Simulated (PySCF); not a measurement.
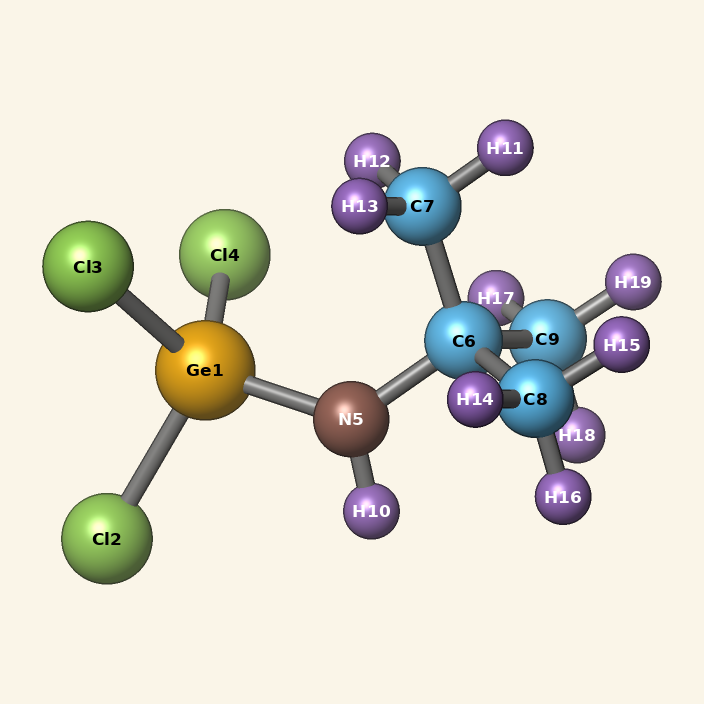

The geometry was computed by an optimisation with PBE0-D3(BJ)/def2-SVP. No frequency run is at hand to confirm it as a minimum. Method: delta-SCF UKS SCAN, pcX-2 on the ionised atom (unc-x2c-TZVPall on a metal), pcseg-1 elsewhere, spin-free X2C (PySCF 2.14.0).

Give the core-electron binding energies (to vacuum; p and d levels without spin–orbit splitting) of Cl2 1s, Cl2 2p, N5 1s, C6 1s, C7 1s.

```csv
atom,level,binding energy (eV)
Cl2,1s,2828.6
Cl2,2p,206.5
N5,1s,404.9
C6,1s,292.0
C7,1s,290.8
```
